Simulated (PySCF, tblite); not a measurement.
# C₂H₇NSi₂: a rotation path, then NMR shifts on frames

How do NMR shifts of C₂H₇NSi₂ (`N#CC[SiH2][SiH3]`) change as the atoms move?

Computed with tblite 0.8.0 and PySCF 2.14.0, with density-fitted response routines of our own, on a single molecule in the gas phase. Atoms are numbered from 0 throughout.

## (1) The starting structure

12 atoms, charge 0, multiplicity 1; geometry from: GFN2-xTB.

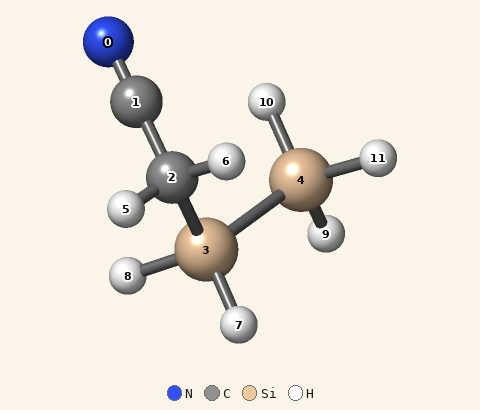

The starting geometry (nitrogen blue, carbon grey, silicon light orange, hydrogen white), atoms numbered.

## (2) The rotation path with GFN2-xTB

Job settings and geometry (Å):

```
{"job": {"kind": "neb", "xc": "GFN2-xTB", "basis": "xTB", "atoms": [1, 2, 3, 4], "turn": 120}, "charge": 0, "multiplicity": 1}
N     -1.435803     2.509983     0.067928
C     -1.494864     1.379170     0.239299
C     -1.519991    -0.033604     0.421852
Si    -0.103300    -0.858340    -0.598464
Si     1.943514     0.013653     0.036987
H     -2.492791    -0.413063     0.106358
H     -1.399706    -0.252250     1.484298
H     -0.296688    -2.293797    -0.338293
H     -0.465449    -0.649876    -2.006208
H      3.021961    -0.592731    -0.747681
H      2.014534     1.463044    -0.139513
H      2.229780    -0.272874     1.447410
```

Method: GFN2-xTB climbing-image nudged elastic band, gas phase.

On the command line:

```sh
> OMP_NUM_THREADS=1 python probes_run.py task.json out
```

This one command runs all jobs of the session in turn.

The log of the run:

```text
image   E - E0 / eV
  0       0.0000
  1       0.0101
  2       0.0306
  3       0.0527
  4       0.0651
  5       0.0623
  6       0.0481
  7       0.0325
  8       0.0216
```

Run time: 8.8 s. Hardware: 1 thread, shared host.

The final band, with the dihedral C1–C2–Si3–Si4:

```
image  dihedral (°)  energy (eV)  energy (kcal/mol)
    0            58        0.000                0.0
    1            73        0.010                0.2
    2            88        0.031                0.7
    3           103        0.053                1.2
    4           119        0.065                1.5
    5           134        0.062                1.4
    6           149        0.048                1.1
    7           164        0.033                0.8
    8           178        0.022                0.5
```

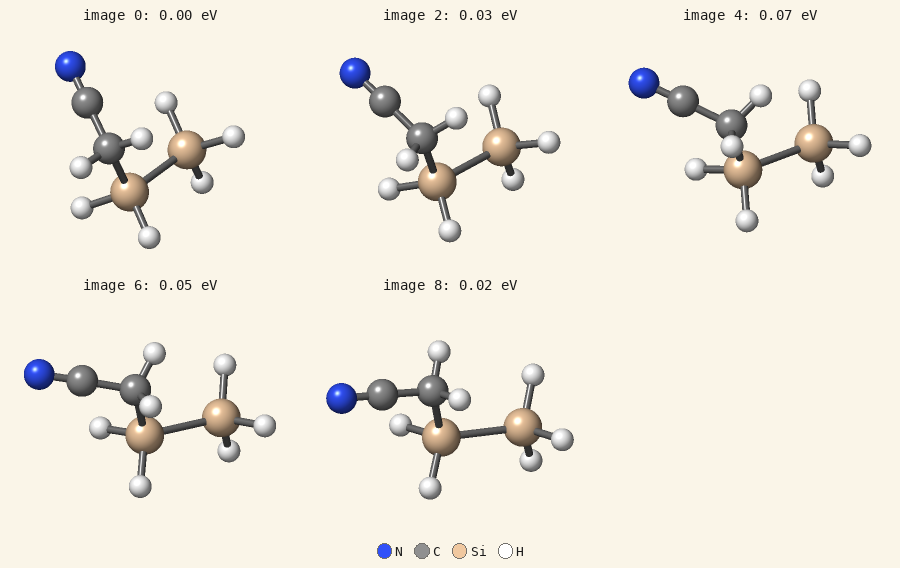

Images along the band.

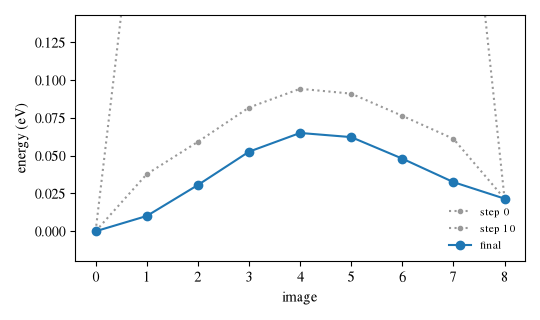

Energy along the band, early and final.

## (3) Nuclear shieldings: image 0, PBE0/pcSseg-1

Job settings and geometry (Å):

```
{"job": {"kind": "nmr", "xc": "PBE0", "basis": "pcSseg-1", "pop": false}, "charge": 0, "multiplicity": 1}
N     -1.435800     2.510000     0.067900
C     -1.494900     1.379200     0.239300
C     -1.520000    -0.033600     0.421900
Si    -0.103300    -0.858300    -0.598500
Si     1.943500     0.013700     0.037000
H     -2.492800    -0.413100     0.106400
H     -1.399700    -0.252200     1.484300
H     -0.296700    -2.293800    -0.338300
H     -0.465400    -0.649900    -2.006200
H      3.022000    -0.592700    -0.747700
H      2.014500     1.463000    -0.139500
H      2.229800    -0.272900     1.447400
```

Level: GIAO PBE0/pcSseg-1 NMR shielding, non-relativistic, gas phase.

The log of the run:

```text
coarse grid: 10824 points
cycle   1  E = -713.6182595500  dE =  2.740e-01  |g| = 4.220e-01  |ddm| = 3.091e+00
cycle   2  E = -713.4932197785  dE =  1.250e-01  |g| = 8.681e-01  |ddm| = 1.136e+00
cycle   3  E = -713.6619643966  dE = -1.687e-01  |g| = 9.988e-02  |ddm| = 7.377e-01
cycle   4  E = -713.6642021017  dE = -2.238e-03  |g| = 3.080e-02  |ddm| = 1.011e-01
cycle   5  E = -713.6644350693  dE = -2.330e-04  |g| = 5.767e-03  |ddm| = 3.020e-02
cycle   6  E = -713.6644430521  dE = -7.983e-06  |g| = 1.269e-03  |ddm| = 5.795e-03
final grid: 94864 points
cycle   7  E = -713.6913605997  dE = -1.428e-05  |g| = 4.540e-03  |ddm| = 1.693e-02
cycle   8  E = -713.6913594223  dE =  1.177e-06  |g| = 4.957e-03  |ddm| = 7.790e-03
cycle   9  E = -713.6913654783  dE = -6.056e-06  |g| = 7.882e-04  |ddm| = 4.076e-03
cycle  10  E = -713.6913655878  dE = -1.095e-07  |g| = 3.654e-04  |ddm| = 7.840e-04
cycle  11  E = -713.6913656151  dE = -2.728e-08  |g| = 4.457e-05  |ddm| = 2.416e-04
cycle  12  E = -713.6913656155  dE = -4.744e-10  |g| = 1.070e-05  |ddm| = 5.300e-05
converged SCF energy = -713.6913656155

GIAO shielding tensors (ppm)
atom      isotropic    diamagn.    paramagn.     s11        s22        s33       span
  0 N      -29.793     340.712    -370.505   -206.003   -182.594    299.218    505.221
  1 C       63.789     261.768    -197.979    -54.582    -46.806    292.756    347.337
  2 C      190.505     255.344     -64.839    181.374    185.744    204.398     23.024
  3 Si     419.494     880.728    -461.234    386.301    415.649    456.532     70.231
  4 Si     468.766     880.694    -411.928    462.675    467.872    475.751     13.076
  5 H       29.837      28.189       1.647     24.499     27.707     37.304     12.805
  6 H       30.225      30.449      -0.224     25.938     27.908     36.828     10.889
  7 H       27.624      29.388      -1.763     24.025     25.559     33.289      9.265
  8 H       27.510      29.594      -2.084     23.883     25.844     32.803      8.919
  9 H       28.248      28.876      -0.629     24.841     25.637     34.266      9.425
 10 H       27.815      29.959      -2.145     24.163     26.413     32.868      8.705
 11 H       28.209      29.452      -1.243     24.904     25.968     33.756      8.852
```

Wall time 38 s (1 thread, shared host).

The references, computed at this level on geometries of the same kind, shield at (ppm): 1H TMS 31.72, 13C TMS 186.9, 29Si TMS 349.2, 15N NH3 267.7. Their shielding less the atom's gives the shift. The references are single molecules in the gas phase, so shifts against H2O, NH3, PH3, H3PO4 or CFCl3 are not on the usual liquid scales and can be off by tens of ppm. Each atom is listed at this fixed geometry, with no averaging over motion; a spectrum would average atoms that exchange fast.

```
atoms                                          environment  σ (ppm)  δ (ppm)
   C1                                       nitrile carbon     63.8    123.1
   C2                 sp3 CH2 bonded to Si, α to a nitrile    190.5     -3.6
   H8                hydrogen on a silicon bonded to C, Si    27.51     4.21
   H7                hydrogen on a silicon bonded to C, Si    27.62     4.09
  H10                   hydrogen on a silicon bonded to Si    27.81     3.90
  H11                   hydrogen on a silicon bonded to Si    28.21     3.51
   H9                   hydrogen on a silicon bonded to Si    28.25     3.47
   H5  hydrogen on an sp3 CH2 bonded to Si, α to a nitrile    29.84     1.88
   H6  hydrogen on an sp3 CH2 bonded to Si, α to a nitrile    30.22     1.49
   N0                                     nitrile nitrogen    -29.8    297.5
  Si3                         silicon bonded to C, Si, 2 H    419.5    -70.3
  Si4                            silicon bonded to Si, 3 H    468.8   -119.6
```

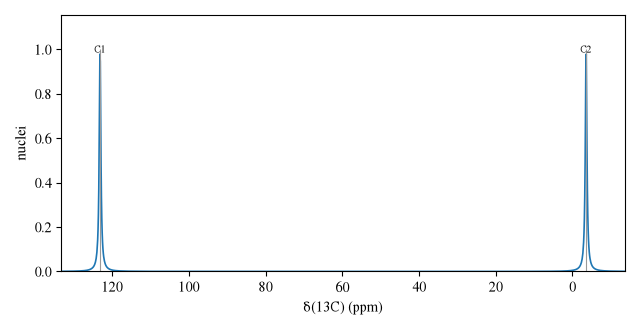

13C lines at the computed shifts, without couplings. Lines are broadened to a width of 0.51 ppm (Lorentzian).

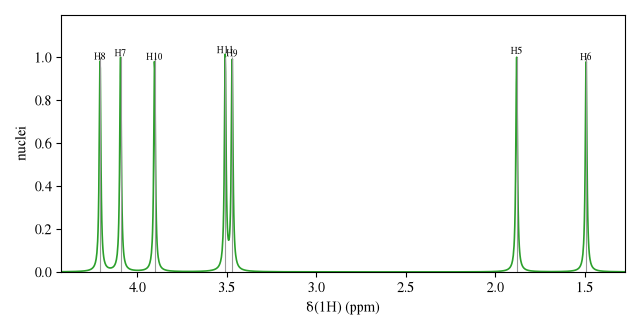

1H lines at the computed shifts, without couplings. Lines are broadened to a width of 0.01 ppm (Lorentzian).

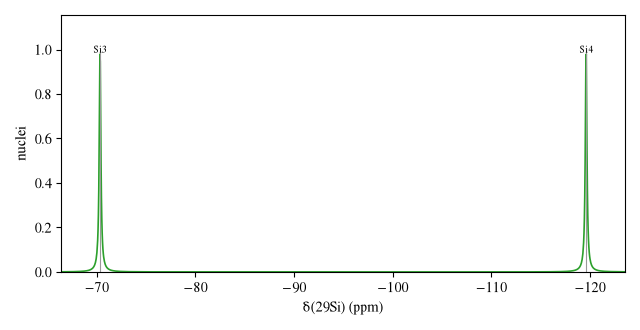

29Si lines at the computed shifts, without couplings. Lines are broadened to a width of 0.20 ppm (Lorentzian).

## (4) Nuclear shieldings: image 2, PBE0/pcSseg-1

Job settings and geometry (Å):

```
{"job": {"kind": "nmr", "xc": "PBE0", "basis": "pcSseg-1", "pop": false}, "charge": 0, "multiplicity": 1}
N     -2.021300     2.365300    -0.398200
C     -1.787900     1.331800     0.035800
C     -1.447900     0.035500     0.518700
Si    -0.091300    -0.731200    -0.627600
Si     2.016700    -0.114400     0.099100
H     -2.347500    -0.581500     0.535300
H     -1.081800     0.122800     1.543400
H     -0.368500    -2.174200    -0.564600
H     -0.401700    -0.294400    -1.993100
H      3.049900    -0.677100    -0.772100
H      2.206200     1.336100     0.145200
H      2.276300    -0.619300     1.452100
```

With the program's defaults for keys left out, this is: GIAO PBE0/pcSseg-1 NMR shielding, non-relativistic, gas phase.

The log of the run:

```text
coarse grid: 10824 points
cycle   1  E = -713.6163459896  dE =  2.744e-01  |g| = 4.233e-01  |ddm| = 3.092e+00
cycle   2  E = -713.4900566407  dE =  1.263e-01  |g| = 8.718e-01  |ddm| = 1.152e+00
cycle   3  E = -713.6605188926  dE = -1.705e-01  |g| = 9.989e-02  |ddm| = 7.475e-01
cycle   4  E = -713.6627680650  dE = -2.249e-03  |g| = 3.047e-02  |ddm| = 1.009e-01
cycle   5  E = -713.6629954895  dE = -2.274e-04  |g| = 5.725e-03  |ddm| = 2.955e-02
cycle   6  E = -713.6630034586  dE = -7.969e-06  |g| = 1.288e-03  |ddm| = 5.905e-03
final grid: 94864 points
cycle   7  E = -713.6900490326  dE = -1.341e-05  |g| = 4.590e-03  |ddm| = 1.602e-02
cycle   8  E = -713.6900476022  dE =  1.430e-06  |g| = 5.096e-03  |ddm| = 7.754e-03
cycle   9  E = -713.6900539731  dE = -6.371e-06  |g| = 9.386e-04  |ddm| = 4.136e-03
cycle  10  E = -713.6900541406  dE = -1.675e-07  |g| = 3.422e-04  |ddm| = 8.548e-04
cycle  11  E = -713.6900541643  dE = -2.373e-08  |g| = 4.086e-05  |ddm| = 2.264e-04
cycle  12  E = -713.6900541647  dE = -4.031e-10  |g| = 9.890e-06  |ddm| = 4.926e-05
converged SCF energy = -713.6900541647

GIAO shielding tensors (ppm)
atom      isotropic    diamagn.    paramagn.     s11        s22        s33       span
  0 N      -29.669     340.295    -369.964   -207.886   -177.985    296.863    504.748
  1 C       63.571     260.730    -197.159    -56.976    -45.691    293.380    350.355
  2 C      192.094     255.210     -63.116    183.518    187.226    205.539     22.021
  3 Si     415.659     880.700    -465.041    377.131    411.168    458.678     81.547
  4 Si     466.644     880.402    -413.757    458.561    463.840    477.533     18.972
  5 H       29.885      28.283       1.602     24.406     27.888     37.363     12.957
  6 H       30.278      30.875      -0.597     26.116     28.275     36.443     10.328
  7 H       27.479      29.449      -1.971     23.742     25.736     32.959      9.218
  8 H       27.467      29.872      -2.405     23.981     26.123     32.297      8.316
  9 H       28.204      28.751      -0.546     24.754     25.607     34.251      9.497
 10 H       27.966      29.549      -1.583     24.540     26.249     33.110      8.570
 11 H       28.230      29.204      -0.975     24.946     26.013     33.730      8.783
```

Wall time 29 s (1 thread, shared host).

This run: δ C1 123.4, C2 -5.2, N0 297.4, Si3 -66.5, H8 4.25, H7 4.24 ppm.

## (5) NMR shieldings: image 4, PBE0/pcSseg-1

Job settings and geometry (Å):

```
{"job": {"kind": "nmr", "xc": "PBE0", "basis": "pcSseg-1", "pop": false}, "charge": 0, "multiplicity": 1}
N     -2.637300     2.007100    -0.682200
C     -2.089300     1.190200    -0.096500
C     -1.358500     0.165500     0.572300
Si    -0.060400    -0.587800    -0.653400
Si     2.081700    -0.256300     0.155900
H     -2.058300    -0.595800     0.919700
H     -0.871000     0.596400     1.448700
H     -0.463000    -1.995700    -0.785000
H     -0.294200     0.042100    -1.956800
H      3.079500    -0.798000    -0.766600
H      2.396700     1.158600     0.372400
H      2.275500    -0.927000     1.445400
```

With the program's defaults for keys left out, this is: GIAO PBE0/pcSseg-1 NMR shielding, non-relativistic, gas phase.

The log of the run:

```text
coarse grid: 10824 points
cycle   1  E = -713.6140818014  dE =  2.747e-01  |g| = 4.256e-01  |ddm| = 3.092e+00
cycle   2  E = -713.4858438064  dE =  1.282e-01  |g| = 8.773e-01  |ddm| = 1.171e+00
cycle   3  E = -713.6588996186  dE = -1.731e-01  |g| = 1.007e-01  |ddm| = 7.604e-01
cycle   4  E = -713.6612037927  dE = -2.304e-03  |g| = 3.026e-02  |ddm| = 1.021e-01
cycle   5  E = -713.6614281221  dE = -2.243e-04  |g| = 5.563e-03  |ddm| = 2.906e-02
cycle   6  E = -713.6614357212  dE = -7.599e-06  |g| = 1.319e-03  |ddm| = 5.934e-03
final grid: 94864 points
cycle   7  E = -713.6883462472  dE = -1.328e-05  |g| = 4.685e-03  |ddm| = 1.664e-02
cycle   8  E = -713.6883447716  dE =  1.476e-06  |g| = 5.208e-03  |ddm| = 7.919e-03
cycle   9  E = -713.6883514765  dE = -6.705e-06  |g| = 9.085e-04  |ddm| = 4.209e-03
cycle  10  E = -713.6883516327  dE = -1.562e-07  |g| = 3.412e-04  |ddm| = 8.381e-04
cycle  11  E = -713.6883516562  dE = -2.357e-08  |g| = 4.269e-05  |ddm| = 2.251e-04
cycle  12  E = -713.6883516567  dE = -4.507e-10  |g| = 9.130e-06  |ddm| = 4.917e-05
converged SCF energy = -713.6883516567

GIAO shielding tensors (ppm)
atom      isotropic    diamagn.    paramagn.     s11        s22        s33       span
  0 N      -30.222     339.652    -369.874   -209.161   -173.946    292.441    501.602
  1 C       62.946     259.723    -196.777    -60.313    -44.169    293.320    353.633
  2 C      193.987     254.832     -60.845    186.032    188.600    207.329     21.297
  3 Si     411.228     880.598    -469.370    360.976    411.189    461.519    100.543
  4 Si     465.877     880.246    -414.369    456.533    461.465    479.634     23.101
  5 H       30.002      28.626       1.376     24.827     27.953     37.225     12.399
  6 H       30.314      30.888      -0.574     25.299     29.143     36.500     11.201
  7 H       27.310      29.369      -2.059     23.676     25.829     32.425      8.749
  8 H       27.406      30.118      -2.712     23.781     26.555     31.881      8.100
  9 H       28.238      28.695      -0.457     24.815     25.589     34.310      9.496
 10 H       28.075      29.349      -1.274     24.766     26.187     33.270      8.504
 11 H       28.261      29.109      -0.848     24.987     26.091     33.704      8.717
```

It took 27 s on 1 thread, shared host.

Key values: δ C1 124.0, C2 -7.1, N0 298.0, Si3 -62.1, H7 4.41, H8 4.31 ppm.

## (6) Shielding tensors: image 6, PBE0/pcSseg-1

Job settings and geometry (Å):

```
{"job": {"kind": "nmr", "xc": "PBE0", "basis": "pcSseg-1", "pop": false}, "charge": 0, "multiplicity": 1}
N     -3.141000     1.463200    -0.777700
C     -2.329400     0.960900    -0.145500
C     -1.274800     0.332200     0.579100
Si    -0.021400    -0.424600    -0.683800
Si     2.114300    -0.394600     0.206200
H     -1.697400    -0.441400     1.222000
H     -0.795600     1.076000     1.218000
H     -0.559900    -1.759300    -0.980200
H     -0.147600     0.364000    -1.914200
H      3.088400    -0.934400    -0.742400
H      2.558100     0.956300     0.565100
H      2.207600    -1.199000     1.427400
```

With the program's defaults for keys left out, this is: GIAO PBE0/pcSseg-1 NMR shielding, non-relativistic, gas phase.

The log of the run:

```text
coarse grid: 10824 points
cycle   1  E = -713.6153167603  dE =  2.753e-01  |g| = 4.244e-01  |ddm| = 3.096e+00
cycle   2  E = -713.4879483033  dE =  1.274e-01  |g| = 8.739e-01  |ddm| = 1.171e+00
cycle   3  E = -713.6599889578  dE = -1.720e-01  |g| = 1.013e-01  |ddm| = 7.619e-01
cycle   4  E = -713.6623273235  dE = -2.338e-03  |g| = 3.034e-02  |ddm| = 1.042e-01
cycle   5  E = -713.6625536374  dE = -2.263e-04  |g| = 5.294e-03  |ddm| = 2.937e-02
cycle   6  E = -713.6625605302  dE = -6.893e-06  |g| = 1.365e-03  |ddm| = 5.968e-03
final grid: 94864 points
cycle   7  E = -713.6896475272  dE = -1.325e-05  |g| = 4.695e-03  |ddm| = 1.614e-02
cycle   8  E = -713.6896459495  dE =  1.578e-06  |g| = 5.235e-03  |ddm| = 7.882e-03
cycle   9  E = -713.6896526692  dE = -6.720e-06  |g| = 1.006e-03  |ddm| = 4.314e-03
cycle  10  E = -713.6896528666  dE = -1.974e-07  |g| = 3.305e-04  |ddm| = 8.895e-04
cycle  11  E = -713.6896528887  dE = -2.206e-08  |g| = 3.876e-05  |ddm| = 2.203e-04
cycle  12  E = -713.6896528890  dE = -3.668e-10  |g| = 8.413e-06  |ddm| = 4.477e-05
converged SCF energy = -713.6896528890

GIAO shielding tensors (ppm)
atom      isotropic    diamagn.    paramagn.     s11        s22        s33       span
  0 N      -30.621     339.374    -369.996   -207.834   -177.090    293.060    500.894
  1 C       63.384     259.156    -195.772    -58.802    -44.953    293.907    352.709
  2 C      192.247     254.497     -62.250    183.618    186.865    206.258     22.641
  3 Si     412.667     880.633    -467.965    367.946    408.785    461.270     93.325
  4 Si     466.819     880.200    -413.380    454.242    466.406    479.810     25.568
  5 H       30.139      29.149       0.990     25.207     28.301     36.910     11.704
  6 H       30.273      30.611      -0.339     24.728     29.493     36.598     11.870
  7 H       27.335      29.414      -2.079     23.866     25.891     32.247      8.381
  8 H       27.426      30.135      -2.709     23.761     26.583     31.935      8.174
  9 H       28.266      28.644      -0.379     24.896     25.623     34.278      9.383
 10 H       28.192      29.201      -1.009     24.844     26.254     33.478      8.635
 11 H       28.293      29.066      -0.773     24.962     26.183     33.733      8.772
```

Run time: 25 s. Hardware: 1 thread, shared host.

In short: δ C1 123.5, C2 -5.3, N0 298.4, Si3 -63.5, H7 4.38, H8 4.29 ppm.

## (7) NMR shieldings: image 8, PBE0/pcSseg-1

Job settings and geometry (Å):

```
{"job": {"kind": "nmr", "xc": "PBE0", "basis": "pcSseg-1", "pop": false}, "charge": 0, "multiplicity": 1}
N     -3.489200     0.868200    -0.590900
C     -2.473800     0.714000    -0.085100
C     -1.195800     0.508100     0.513300
Si     0.027200    -0.272300    -0.757600
Si     2.090900    -0.516400     0.263200
H     -1.316200    -0.147200     1.377900
H     -0.817500     1.469400     0.865300
H     -0.595300    -1.528700    -1.192500
H      0.026900     0.624100    -1.920800
H      3.072000    -1.063000    -0.673200
H      2.626100     0.757600     0.753600
H      2.045900    -1.414600     1.420900
```

Level: GIAO PBE0/pcSseg-1 NMR shielding, non-relativistic, gas phase.

The log of the run:

```text
coarse grid: 10824 points
cycle   1  E = -713.6173643789  dE =  2.730e-01  |g| = 4.232e-01  |ddm| = 3.104e+00
cycle   2  E = -713.4912977578  dE =  1.261e-01  |g| = 8.701e-01  |ddm| = 1.171e+00
cycle   3  E = -713.6617582139  dE = -1.705e-01  |g| = 1.016e-01  |ddm| = 7.648e-01
cycle   4  E = -713.6641098324  dE = -2.352e-03  |g| = 3.040e-02  |ddm| = 1.055e-01
cycle   5  E = -713.6643371277  dE = -2.273e-04  |g| = 5.213e-03  |ddm| = 2.997e-02
cycle   6  E = -713.6643438074  dE = -6.680e-06  |g| = 1.373e-03  |ddm| = 6.022e-03
final grid: 94864 points
cycle   7  E = -713.6914335008  dE = -1.361e-05  |g| = 4.735e-03  |ddm| = 1.660e-02
cycle   8  E = -713.6914321326  dE =  1.368e-06  |g| = 5.203e-03  |ddm| = 8.215e-03
cycle   9  E = -713.6914388065  dE = -6.674e-06  |g| = 8.670e-04  |ddm| = 4.341e-03
cycle  10  E = -713.6914389445  dE = -1.380e-07  |g| = 3.627e-04  |ddm| = 8.369e-04
cycle  11  E = -713.6914389712  dE = -2.675e-08  |g| = 4.187e-05  |ddm| = 2.429e-04
cycle  12  E = -713.6914389717  dE = -4.218e-10  |g| = 9.140e-06  |ddm| = 4.645e-05
converged SCF energy = -713.6914389717

GIAO shielding tensors (ppm)
atom      isotropic    diamagn.    paramagn.     s11        s22        s33       span
  0 N      -29.696     339.404    -369.101   -204.215   -182.875    298.001    502.215
  1 C       64.275     258.285    -194.011    -55.265    -46.228    294.318    349.583
  2 C      190.543     254.367     -63.824    181.053    185.086    205.490     24.437
  3 Si     416.796     880.586    -463.790    391.554    399.134    459.699     68.145
  4 Si     467.257     880.117    -412.860    456.283    465.661    479.827     23.544
  5 H       30.196      29.950       0.246     24.726     29.317     36.545     11.819
  6 H       30.210      30.052       0.158     24.679     29.404     36.546     11.866
  7 H       27.458      29.606      -2.148     24.017     26.068     32.290      8.273
  8 H       27.457      29.646      -2.189     23.991     26.112     32.269      8.277
  9 H       28.279      28.569      -0.290     24.909     25.639     34.289      9.380
 10 H       28.277      29.056      -0.779     24.876     26.301     33.655      8.779
 11 H       28.271      29.014      -0.743     24.884     26.232     33.697      8.813
```

Run time: 26 s. Hardware: 1 thread, shared host.

In short: δ C1 122.7, C2 -3.6, N0 297.4, Si3 -67.6, H8 4.26, H7 4.26 ppm.

## (8) Run by run: NMR shifts

Shifts (ppm) of some atoms, chosen among heavy atoms and hydrogens apart, with basis size and wall time:

| frame | C1 | C2 | H10 | H5 | N0 | Si3 | Si4 | functions | time |
| --- | --- | --- | --- | --- | --- | --- | --- | --- | --- |
| image 0 | 123.1 | -3.6 | 3.90 | 1.88 | 297.5 | -70.3 | -119.6 | 134 | 38 s |
| image 2 | 123.4 | -5.2 | 3.75 | 1.83 | 297.4 | -66.5 | -117.5 | 134 | 29 s |
| image 4 | 124.0 | -7.1 | 3.64 | 1.72 | 298.0 | -62.1 | -116.7 | 134 | 27 s |
| image 6 | 123.5 | -5.3 | 3.52 | 1.58 | 298.4 | -63.5 | -117.7 | 134 | 25 s |
| image 8 | 122.7 | -3.6 | 3.44 | 1.52 | 297.4 | -67.6 | -118.1 | 134 | 26 s |

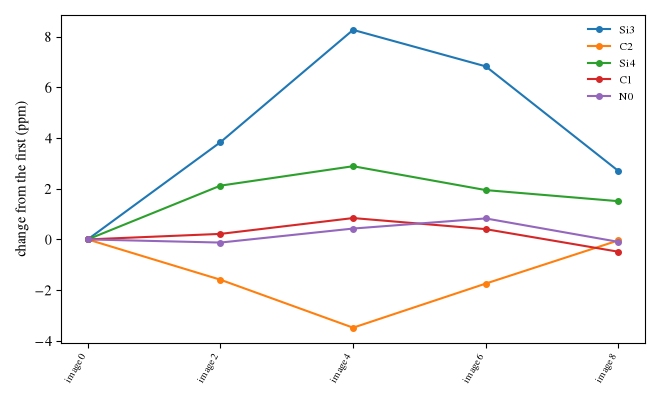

How five of the tabulated atoms move from run to run.

## (9) Results

| quantity | value |
| --- | --- |
| barrier | 0.065 eV (1.5 kcal/mol) at image 4 |
| end to end (GFN2-xTB) | 0.022 eV |
| 13C shifts against TMS (PBE0/pcSseg-1, image 0) | 123.1, -3.6 ppm |
| 1H shifts against TMS (PBE0/pcSseg-1, image 0) | 4.21, 4.09, 3.90, 3.51, 3.47, 1.88, 1.49 ppm |
| 15N shifts against NH3 (PBE0/pcSseg-1, image 0) | 297.5 ppm |
| 29Si shifts against TMS (PBE0/pcSseg-1, image 0) | -70.3, -119.6 ppm |
| range of the shift of Si3 | -70.3 to -62.1 ppm |

Along the band the dihedral turns by 121°, and the top (dihedral 119°) lies 1.5 kcal/mol above the start (GFN2-xTB, rough), so at room temperature this motion is fast. Ends this close can change order at a higher level. The top was not checked by a frequency run. Shifts at one fixed geometry are not the observed spectrum, which averages over the motion. In the first frame run (image 0): The largest span, 505 ppm, is at N0, where the paramagnetic term is -371 ppm. In ppm, Si3 moves most: its shift spreads over 8.3 ppm, from -70.3 (image 0) to -62.1 (image 4).
